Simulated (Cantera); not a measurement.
Feed: 1 mol NH3, 0.35 mol H2O, 3.7 mol H2, equilibrated at 2450 K.

Method: chemical equilibrium by Gibbs-energy minimisation in Cantera with the NASA 1993 tables (ideal gas, pure condensed phases). Candidate condensed phases: H2O; 24 gas species. The ideal-gas law is rough above about 30 bar. The numbers say what is thermodynamically allowed, not how fast it happens.

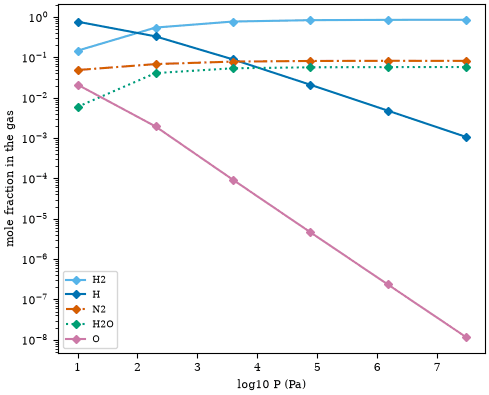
Figure: Equilibrium gas composition (values under 1e-9 drawn at 1e-9)

From 10.0 Pa to 3.00e7 Pa nothing is condensed.
